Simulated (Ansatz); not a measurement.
# MgTiS3 in P4/mbm, a phase reached by a soft mode: following an unstable mode, part 2 of 3

Wanted: the energy along a soft mode of MgTiS3 in P4/mbm, a phase reached by a soft mode and the structure at the end.

Ansatz 0.2.0; DFT PBE, scalar-relativistic, plane waves, PAW; PAW set soft_1.

So far. Step 4 (The mode frozen in, largest atomic shift 0.6 Å): The run ends at a pressure of 1.01 GPa, with forces up to 0.52 eV/Å. Step 5 (Energy along the mode, all amplitudes (two of the runs …): The lowest of the steps tried is the last one, at 0.6 Å, 23.8 meV/atom below the parent; the bottom of the well need not coincide with a step.

The structure was built from a prototype and need not be the compound's stable phase.

### 6. Relaxing from the distorted cell

Starting from the lowest point found, all atoms and the cell are let go, so that strain and other modes of the same symmetry can join in.

input.yaml reads:

```yaml
crystal:
  lattice:
    - [6.5197936479, 0.0, 0.0]
    - [0.0, 6.5197936479, 0.0]
    - [0.0, 0.0, 4.5982480715]
  atoms:
    - { symbol: Mg, position: [0.5067929458, -0.0067929458, 0.0] }
    - { symbol: Mg, position: [0.0650732357, 0.4349267643, 0.0] }
    - { symbol: Ti, position: [0.004954454, -0.0073216199, 0.5] }
    - { symbol: Ti, position: [0.5073216199, 0.495045546, 0.5] }
    - { symbol: S, position: [0.8291303073, 0.3527504383, 0.5] }
    - { symbol: S, position: [0.1472495617, 0.6708696927, 0.5] }
    - { symbol: S, position: [0.3493796142, 0.1506203858, 0.5] }
    - { symbol: S, position: [0.6674988686, 0.8325011314, 0.5] }
    - { symbol: S, position: [-0.0026144152, 0.0634551147, 0.0] }
    - { symbol: S, position: [0.4365448853, 0.5026144152, 0.0] }
kpoints:
  mp_grid: { grid: [6, 6, 8] }
hamiltonian:
  xc: pbe
  pseudopotentials: { kind: paw, azcp: { folder: soft_1 } }
scf:
  occupations: { method: methfessel_paxton, width: 0.2 }
output:
  forces: true
  stress: true
  eigenvalues: true
relax:
  adjacent_minimum: "off"
  f_tol: 0.002
  max_steps: 120
  cell: { stress_tol: 0.03 }
```

Launch:

```
> ansatz run input.yaml --threads 4 --pin off --max-ram 16384MiB --backend cpu --events-out ev --progress --plain --runs-dir out
```

Numbers of over 12 decimals in the logs are rounded to 6 here.

The log of the run:

```text
[...]
Crystal: 10 atoms, lattice volume = 195.461 Å³
Basis set: ecut = 420 eV, 3859 PW (Γ), exchange–correlation on 90×90×64 points (8 copies of the dense FFT grid, shifted against one another)
Bands: 50, of which v1, the nominal top of the filled ones, is band 40 counted from 1 (39 counted from 0)
Symmetry: 4 space group operations
[...]
k-points: 65 of 288 (time reversal used)
[...]
SCF iter   1: F=—  HF=-14271.355746 eV  |F-HF|=—  |Δ(HF+E_count)|=         —  Δρ=5.53e-2  dr2=1.17e1  ethr=3.10e-3  ⟨swp⟩=7.1  Hψ=14097  notcnv=0
[...]
SCF iter  11: F=-14269.926091 eV  HF=-14269.926091 eV  |F-HF|=1.85e-8  |Δ(HF+E_count)|=   1.67e-8  S|Δr|=    0.00e0  Δρ=3.16e-6  dr2=5.21e-8  ethr=1.25e-10  ⟨swp⟩=12.6  Hψ=15838  notcnv=0
SCF 1 converged in 11 iterations: F = -14269.926091 eV  dr2 = 5.21e-8
[...]
relax step   1: F+E_penalty+E_count = -14269.92609131 eV  Δ(F+E_penalty+E_count) = +0.000e0 eV  max|allowed force component| = 3.649e-1 eV/Å  Δτ_max = 0.0000 Å  P = +1.009 GPa  Ω = 195.461 Å³  (11 SCF iters, dr2 threshold 1.00e-7 eV, accepted)
Crystal: 10 atoms, lattice volume = 197.808 Å³
Basis set: ecut = 420 eV, 3891 PW (Γ), exchange–correlation on 90×90×64 points (8 copies of the dense FFT grid, shifted against one another)
[...]
iter 1 solved again at ethr=6.61e-5 eV; its pass at ethr=3.10e-3 eV (dr2=5.29e-2 eV) is discarded
[...]
SCF iter   7: F=-14269.995551 eV  HF=-14269.995551 eV  |F-HF|=1.21e-7  |Δ(HF+E_count)|=   1.12e-6  S|Δr|=    0.00e0  Δρ=9.94e-6  dr2=4.00e-7  ethr=1.25e-9  ⟨swp⟩=8.2  Hψ=14765  notcnv=0
SCF 2 converged in 7 iterations: F = -14269.995551 eV  dr2 = 4.00e-7
relax step   2: F+E_penalty+E_count = -14269.99555130 eV  Δ(F+E_penalty+E_count) = -6.946e-2 eV  max|allowed force component| = 2.717e-1 eV/Å  Δτ_max = 0.0977 Å  P = +0.022 GPa  Ω = 197.808 Å³  energy of the carried Pulay correction = -3.005e-4 eV  (7 SCF iters, dr2 threshold 1.00e-6 eV, accepted)
Crystal: 10 atoms, lattice volume = 199.018 Å³
Basis set: ecut = 420 eV, 3919 PW (Γ), exchange–correlation on 90×90×64 points (8 copies of the dense FFT grid, shifted against one another)
[...]
SCF iter   7: F=-14270.059242 eV  HF=-14270.059243 eV  |F-HF|=1.95e-7  |Δ(HF+E_count)|=   6.50e-8  S|Δr|=    0.00e0  Δρ=1.20e-5  dr2=8.00e-7  ethr=1.25e-9  ⟨swp⟩=6.7  Hψ=16689  notcnv=0
SCF 3 converged in 7 iterations: F = -14270.059242 eV  dr2 = 8.00e-7
relax step   3: F+E_penalty+E_count = -14270.05924248 eV  Δ(F+E_penalty+E_count) = -6.369e-2 eV  max|allowed force component| = 2.196e-1 eV/Å  Δτ_max = 0.1864 Å  P = -0.447 GPa  Ω = 199.018 Å³  energy of the carried Pulay correction = -4.540e-4 eV  (7 SCF iters, dr2 threshold 1.00e-6 eV, accepted)
[... from here on, the SCF cycles and remarks between the steps are left out ...]
relax step   4: F+E_penalty+E_count = -14270.09622819 eV  Δ(F+E_penalty+E_count) = -3.699e-2 eV  max|allowed force component| = 2.247e-1 eV/Å  Δτ_max = 0.1233 Å  P = -0.028 GPa  Ω = 199.624 Å³  energy of the carried Pulay correction = -5.305e-4 eV  (7 SCF iters, dr2 threshold 1.00e-6 eV, accepted)
relax step   5: F+E_penalty+E_count = -14270.14808218 eV  Δ(F+E_penalty+E_count) = -5.185e-2 eV  max|allowed force component| = 1.507e-1 eV/Å  Δτ_max = 0.0839 Å  P = +0.250 GPa  Ω = 201.828 Å³  energy of the carried Pulay correction = -8.068e-4 eV  (7 SCF iters, dr2 threshold 1.00e-6 eV, accepted)
relax step   6: F+E_penalty+E_count = -14270.21184760 eV  Δ(F+E_penalty+E_count) = -6.377e-2 eV  max|allowed force component| = 3.306e-1 eV/Å  Δτ_max = 0.0970 Å  P = -0.200 GPa  Ω = 207.574 Å³  energy of the carried Pulay correction = -1.513e-3 eV  (8 SCF iters, dr2 threshold 1.00e-6 eV, accepted)
relax step   7: F+E_penalty+E_count = -14270.22582448 eV  Δ(F+E_penalty+E_count) = -1.398e-2 eV  max|allowed force component| = 7.079e-1 eV/Å  Δτ_max = 0.0844 Å  P = +0.264 GPa  Ω = 211.192 Å³  energy of the carried Pulay correction = -1.948e-3 eV  (8 SCF iters, dr2 threshold 1.00e-6 eV, accepted)
relax step   8: F+E_penalty+E_count = -14270.27087782 eV  Δ(F+E_penalty+E_count) = -4.505e-2 eV  max|allowed force component| = 3.769e-1 eV/Å  Δτ_max = 0.1089 Å  P = +0.137 GPa  Ω = 209.563 Å³  energy of the carried Pulay correction = -1.753e-3 eV  (8 SCF iters, dr2 threshold 1.00e-6 eV, accepted)
relax step   9: F+E_penalty+E_count = -14270.33097320 eV  Δ(F+E_penalty+E_count) = -6.010e-2 eV  max|allowed force component| = 2.285e-1 eV/Å  Δτ_max = 0.0624 Å  P = -0.248 GPa  Ω = 210.358 Å³  energy of the carried Pulay correction = -1.848e-3 eV  (7 SCF iters, dr2 threshold 1.00e-6 eV, accepted)
relax step  10: F+E_penalty+E_count = -14270.40538562 eV  Δ(F+E_penalty+E_count) = -7.441e-2 eV  max|allowed force component| = 2.914e-1 eV/Å  Δτ_max = 0.1163 Å  P = -0.535 GPa  Ω = 209.695 Å³  energy of the carried Pulay correction = -1.769e-3 eV  (9 SCF iters, dr2 threshold 1.00e-6 eV, accepted)
relax step  11: F+E_penalty+E_count = -14270.41678985 eV  Δ(F+E_penalty+E_count) = -1.140e-2 eV  max|allowed force component| = 1.589e-1 eV/Å  Δτ_max = 0.0447 Å  P = +0.125 GPa  Ω = 207.859 Å³  energy of the carried Pulay correction = -1.548e-3 eV  (6 SCF iters, dr2 threshold 1.00e-6 eV, accepted)
relax step  12: F+E_penalty+E_count = -14270.42188646 eV  Δ(F+E_penalty+E_count) = -5.097e-3 eV  max|allowed force component| = 2.787e-2 eV/Å  Δτ_max = 0.0411 Å  P = -0.002 GPa  Ω = 208.797 Å³  energy of the carried Pulay correction = -1.661e-3 eV  (7 SCF iters, dr2 threshold 1.00e-6 eV, accepted)
relax step  13: F+E_penalty+E_count = -14270.42256118 eV  Δ(F+E_penalty+E_count) = -6.747e-4 eV  max|allowed force component| = 1.216e-2 eV/Å  Δτ_max = 0.0126 Å  P = +0.014 GPa  Ω = 208.499 Å³  energy of the carried Pulay correction = -1.625e-3 eV  (7 SCF iters, dr2 threshold 4.85e-8 eV, accepted)
relax step  14: F+E_penalty+E_count = -14270.42263150 eV  Δ(F+E_penalty+E_count) = -7.033e-5 eV  max|allowed force component| = 7.639e-3 eV/Å  Δτ_max = 0.0062 Å  P = +0.014 GPa  Ω = 208.533 Å³  energy of the carried Pulay correction = -1.629e-3 eV  (7 SCF iters, dr2 threshold 9.24e-9 eV, accepted)
relax step  15: F+E_penalty+E_count = -14270.42266039 eV  Δ(F+E_penalty+E_count) = -2.889e-5 eV  max|allowed force component| = 1.442e-3 eV/Å  Δτ_max = 0.0026 Å  P = -0.005 GPa  Ω = 208.577 Å³  energy of the carried Pulay correction = -1.634e-3 eV  (7 SCF iters, dr2 threshold 3.65e-9 eV, accepted)
relax step  16: F+E_penalty+E_count = -14270.47844369 eV  Δ(F+E_penalty+E_count) = -5.578e-2 eV  max|allowed force component| = 4.650e-3 eV/Å  Δτ_max = 0.0000 Å  P = +0.374 GPa  Ω = 208.577 Å³  stress off target by 1.00e0 GPa  SCF on the basis re-selected at this cell (its energy is not comparable with the rows above)  (10 SCF iters)
relax step  17: F+E_penalty+E_count = -14270.48898578 eV  Δ(F+E_penalty+E_count) = -1.054e-2 eV  max|allowed force component| = 3.601e-2 eV/Å  Δτ_max = 0.0154 Å  P = +0.123 GPa  Ω = 209.850 Å³  energy of the carried Pulay correction = -1.371e-4 eV  (6 SCF iters, dr2 threshold 1.00e-6 eV, accepted)
relax step  18: F+E_penalty+E_count = -14270.49254321 eV  Δ(F+E_penalty+E_count) = -3.557e-3 eV  max|allowed force component| = 3.477e-2 eV/Å  Δτ_max = 0.0163 Å  P = +0.050 GPa  Ω = 210.149 Å³  energy of the carried Pulay correction = -1.655e-4 eV  (6 SCF iters, dr2 threshold 5.26e-7 eV, accepted)
relax step  19: F+E_penalty+E_count = -14270.49306653 eV  Δ(F+E_penalty+E_count) = -5.233e-4 eV  max|allowed force component| = 1.859e-2 eV/Å  Δτ_max = 0.0081 Å  P = -0.029 GPa  Ω = 210.355 Å³  energy of the carried Pulay correction = -1.880e-4 eV  (6 SCF iters, dr2 threshold 7.56e-8 eV, accepted)
relax step  20: F+E_penalty+E_count = -14270.49322730 eV  Δ(F+E_penalty+E_count) = -1.608e-4 eV  max|allowed force component| = 8.398e-3 eV/Å  Δτ_max = 0.0053 Å  P = -0.012 GPa  Ω = 210.225 Å³  energy of the carried Pulay correction = -1.735e-4 eV  (7 SCF iters, dr2 threshold 2.16e-8 eV, accepted)
relax step  21: F+E_penalty+E_count = -14270.49323670 eV  Δ(F+E_penalty+E_count) = -9.405e-6 eV  max|allowed force component| = 8.237e-3 eV/Å  Δτ_max = 0.0034 Å  P = +0.024 GPa  Ω = 210.145 Å³  energy of the carried Pulay correction = -1.639e-4 eV  (7 SCF iters, dr2 threshold 4.41e-9 eV, rejected (line search))
relax step  22: F+E_penalty+E_count = -14270.49325812 eV  Δ(F+E_penalty+E_count) = -3.083e-5 eV  max|allowed force component| = 4.960e-4 eV/Å  Δτ_max = 0.0014 Å  P = -0.002 GPa  Ω = 210.191 Å³  energy of the carried Pulay correction = -1.693e-4 eV  (8 SCF iters, accepted)
[...]
SCF iter   7: F=-14270.493421 eV  HF=-14270.493421 eV  |F-HF|=7.28e-12  |Δ(HF+E_count)|=  1.06e-10  S|Δr|=    0.00e0  Δρ=5.21e-8  dr2=7.39e-12  ethr=1.00e-12  ⟨swp⟩=5.9  Hψ=13189  notcnv=0
SCF 23 converged in 7 iterations: F = -14270.493421 eV  dr2 = 7.39e-12
relax step  23: F+E_penalty+E_count = -14270.49342131 eV  Δ(F+E_penalty+E_count) = -1.632e-4 eV  max|allowed force component| = 4.922e-4 eV/Å  Δτ_max = 0.0000 Å  P = -0.003 GPa  Ω = 210.191 Å³  stress off target by 4.04e-3 GPa  SCF on the basis re-selected at this cell (its energy is not comparable with the rows above)  (7 SCF iters)
[...]
SCF converged after 7 iterations
[...]
Free energy (F): -14270.493421 eV
[...]
Internal energy: -14270.520273 eV  (E = F + TS)
E sigma→0 (E₀):  -14270.500134 eV
Entropy (-TS):   0.026851 eV (2.685 meV/atom)
Fermi energy:    6.967088 eV
[...]
--- Forces (eV/Å), atoms counted from 1 ---
  atom   1  Mg     0.00049241    -0.00049241     0.00000000
  atom   2  Mg    -0.00022515     0.00022515     0.00000000
  atom   3  Ti    -0.00035021    -0.00001974     0.00000000
  atom   4  Ti     0.00001974     0.00035021     0.00000000
  atom   5  S     -0.00033267     0.00027222     0.00000000
  atom   6  S     -0.00027222     0.00033267     0.00000000
  atom   7  S      0.00008764    -0.00008764     0.00000000
  atom   8  S      0.00020618    -0.00020618     0.00000000
  atom   9  S     -0.00008231    -0.00045839     0.00000000
  atom  10  S      0.00045839     0.00008231     0.00000000
  max |Σ_I F_I| component: 1.80e-6 eV/Å
--- Stress (GPa, compression-positive) ---
       -0.002707      -0.000946       0.000000
       -0.000946      -0.002707      -0.000000
        0.000000      -0.000000      -0.004036
  P = ⅓ Tr σ = -0.0032 GPa (-0.032 kbar)
--- Band table (eV; the first three rows and the last of 65) ---
  k-point 0: bands = [... 36 lower, 4.9635, 5.0634, 5.2566, 6.2402, 6.9554, 7.3773, 7.8006, 7.8145, ... 6 higher]
  k-point 1: bands = [... 36 lower, 4.8177, 4.9071, 5.4014, 6.0859, 7.0675, 7.3594, 7.7745, 7.9556, ... 6 higher]
  k-point 2: bands = [... 36 lower, 4.7795, 4.8130, 5.4530, 5.8743, 7.2821, 7.2962, 7.5910, 7.6790, ... 6 higher]
  k-point 64: bands = [... 36 lower, 4.3213, 4.7002, 4.8369, 5.4081, 7.1302, 7.1526, 7.2673, 7.5004, ... 6 higher]
--- Relaxed structure (21 steps of the walk, 20 accepted, 2 SCFs on fresh bases) ---
  F+E_penalty+E_count = -14270.49342131 eV   max|allowed force component| = 4.922e-4 eV/Å   (the final SCF, on the basis selected at the relaxed cell)
  cell:  # Å, volume = 210.1911 Å³
    - [7.346172, -0.836004, 0.0]
    - [-0.836004, 7.346172, 0.0]
    - [0.0, 0.0, 3.945966]
  atoms:
    - { symbol: Mg, position: [0.542769, -0.042769, 0.0] }
    - { symbol: Mg, position: [0.014708, 0.485292, 0.0] }
    - { symbol: Ti, position: [0.039516, -0.030216, 0.500000] }
    - { symbol: Ti, position: [0.530216, 0.460484, 0.500000] }
    - { symbol: S, position: [0.796111, 0.369021, 0.500000] }
    - { symbol: S, position: [0.130979, 0.703889, 0.500000] }
    - { symbol: S, position: [0.382992, 0.117008, 0.500000] }
    - { symbol: S, position: [0.690793, 0.809207, 0.500000] }
    - { symbol: S, position: [0.0051254, 0.121878, 0.0] }
    - { symbol: S, position: [0.378122, 0.494875, 0.0] }
```

Elapsed: 7.6 min, on 4 threads of Arm Neoverse V1, shared host; peak memory 0.93 GiB; 30 min of CPU time.

The steps of the relaxation (22 of 23):

```tsv
step	energy less that of the first step (eV)	largest force component (eV/Å)	pressure (GPa)	volume (Å³)
1	0.0000	0.3649	1.01	195.46
2	-0.0695	0.2717	0.02	197.81
3	-0.1332	0.2196	-0.45	199.02
4	-0.1701	0.2247	-0.03	199.62
5	-0.2220	0.1507	0.25	201.83
6	-0.2858	0.3306	-0.20	207.57
7	-0.2997	0.7079	0.26	211.19
8	-0.3448	0.3770	0.14	209.56
9	-0.4049	0.2285	-0.25	210.36
10	-0.4793	0.2914	-0.53	209.70
11	-0.4907	0.1589	0.12	207.86
13	-0.4965	0.0122	0.01	208.50
14	-0.4965	0.0076	0.01	208.53
15	-0.4966	0.0014	0.00	208.58
16*	-0.5524	0.0046	0.37	208.58
17	-0.5629	0.0360	0.12	209.85
18	-0.5665	0.0348	0.05	210.15
19	-0.5670	0.0186	-0.03	210.35
20	-0.5671	0.0084	-0.01	210.22
21	-0.5671	0.0082	0.02	210.15
22	-0.5672	0.0005	0.00	210.19
23*	-0.5673	0.0005	0.00	210.19
```

Relaxation steps marked * repeat the geometry before them on a plane-wave basis chosen anew for their cell, so energy and pressure can jump there. Other such steps can lie between the rows shown. Relaxation step 21 was tried and not accepted.

Forces are held to the 4 operations that the run works with; a distortion that breaks them can't arise in this run.

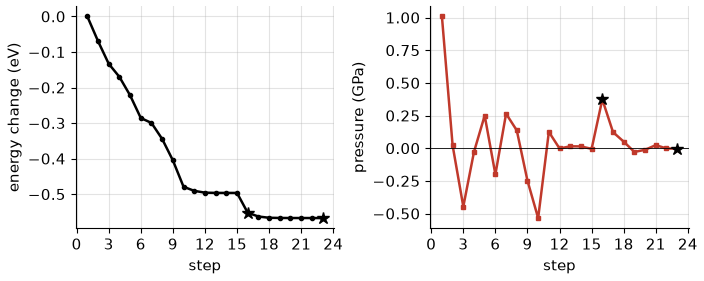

Energy and pressure along the relaxation. Stars mark steps on a basis chosen anew.

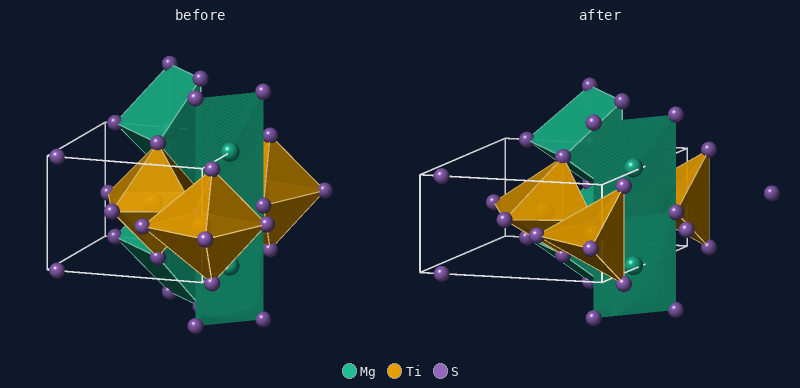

The structure before and after the relaxation, drawn at the same scale. Bonds to atoms that aren't drawn are left out.

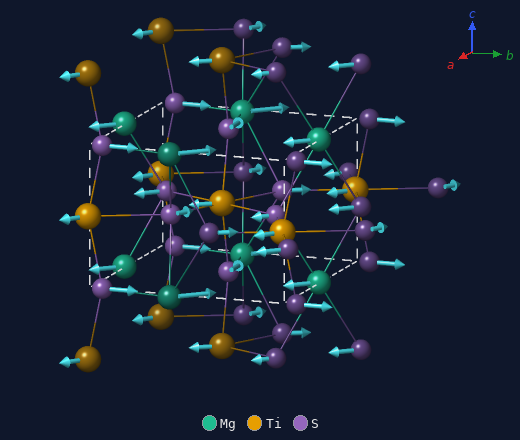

Displacements in the relaxation, exaggerated, measured against the changing cell; the longest in the cell stands for 0.58 Å. Some periodic images of atoms are drawn too.

```tsv
cell as run	before	after	change
a (Å)	6.520	7.394	+13.4 %
b (Å)	6.520	7.394	+13.4 %
c (Å)	4.598	3.946	-14.2 %
γ (°)	90.00	102.98	+14.4 %
volume (Å³/atom)	19.55	21.02	+7.5 %
```

The atoms that moved most (Å, as changes of fractional coordinates times the final cell):

```tsv
atom	dx	dy	dz	length
Mg2	-0.412	0.412	0.000	0.583
S9	0.008	0.423	0.000	0.423
S10	-0.423	-0.008	0.000	0.423
Mg1	0.294	-0.294	0.000	0.416
S7	0.275	-0.275	0.000	0.389
Ti4	0.197	-0.273	0.000	0.337
Ti3	0.273	-0.197	0.000	0.337
S5	-0.256	0.147	0.000	0.295
```

Numbers from this step:

* pressure: -0.003150 GPa
* volume per atom: 21.02 Å³
* gap on the k-mesh: 0 eV

The distorted start has space group Amm2; the relaxation ends in Amm2.

### 7. The new phase in its own primitive cell

The relaxed structure is symmetrised, reduced to its primitive cell and relaxed tightly, as its phonons need.

input.yaml reads:

```yaml
crystal:
  lattice:
    - [3.9459657978, 0.0, 0.0]
    - [0.0, 4.6033838911, 5.7856723644]
    - [0.0, -4.6033838911, 5.7856723644]
  atoms:
    - { symbol: Mg, position: [0.0, 0.0427688685, 0.0427688685] }
    - { symbol: Mg, position: [0.0, 0.5147076688, 0.5147076688] }
    - { symbol: Ti, position: [0.5, 0.5395158552, 0.0302163839] }
    - { symbol: Ti, position: [0.5, 0.0302163839, 0.5395158552] }
    - { symbol: S, position: [0.5, 0.2961113163, 0.6309787846] }
    - { symbol: S, position: [0.5, 0.6309787846, 0.2961113163] }
    - { symbol: S, position: [0.5, 0.8829919025, 0.8829919025] }
    - { symbol: S, position: [0.5, 0.1907930702, 0.1907930702] }
    - { symbol: S, position: [0.0, 0.5051254018, 0.8781218253] }
    - { symbol: S, position: [0.0, 0.8781218253, 0.5051254018] }
kpoints:
  mp_grid: { grid: [10, 6, 6] }
hamiltonian:
  xc: pbe
  pseudopotentials: { kind: paw, azcp: { folder: soft_1 } }
scf:
  occupations: { method: methfessel_paxton, width: 0.2 }
output:
  forces: true
  stress: true
  eigenvalues: true
relax:
  adjacent_minimum: "off"
  f_tol: 0.001
  max_steps: 60
  cell: { stress_tol: 0.01 }
```

The log of the run:

```text
[...]
Crystal: 10 atoms, lattice volume = 210.191 Å³
Basis set: ecut = 420 eV, 4113 PW (Γ), exchange–correlation on 54×100×100 points (8 copies of the dense FFT grid, shifted against one another)
Bands: 50, of which v1, the nominal top of the filled ones, is band 40 counted from 1 (39 counted from 0)
Symmetry: 4 space group operations
[...]
- { symbol: Ti, position: [0.500000, 0.030216, 0.539516] }
    - { symbol: S, position: [0.500000, 0.2961113163, 0.6309787846] }
    - { symbol: S, position: [0.500000, 0.6309787846, 0.2961113163] }
    - { symbol: S, position: [0.500000, 0.8829919025, 0.8829919025] }
    - { symbol: S, position: [0.500000, 0.1907930702, 0.1907930702] }
    - { symbol: S, position: [0.0, 0.5051254018, 0.8781218253] }
    - { symbol: S, position: [0.0, 0.8781218253, 0.5051254018] }
[key lines of the parts left out:]
SCF converged after 8 iterations
Free energy (F): -14270.493271 eV
Fermi energy:    6.967777 eV
P = ⅓ Tr σ = -0.0021 GPa (-0.021 kbar)
```

The job ended after 57 s (4 threads; peak memory 0.92 GiB).

Little changed from the start: no atom moved by 0.005 Å and no cell edge by 0.1 %.

Numbers from this step:

* pressure: -0.002087 GPa

The largest force component left is 0.63 meV/Å and the pressure is -0.002 GPa, within the tolerances set. The cell now holds 21.02 Å³/atom.

(Part 2 of 3 ends here.)

[Logs are printed without paths, hosts, clocks, repeated set-up lines and the standing remarks that a program may print on its own settings, such as how far it seeks lower states.]

[Hosts, paths, dates, database ids (printed as entryN), source tags and the programs' standing remarks are cut or masked in the printed files.]
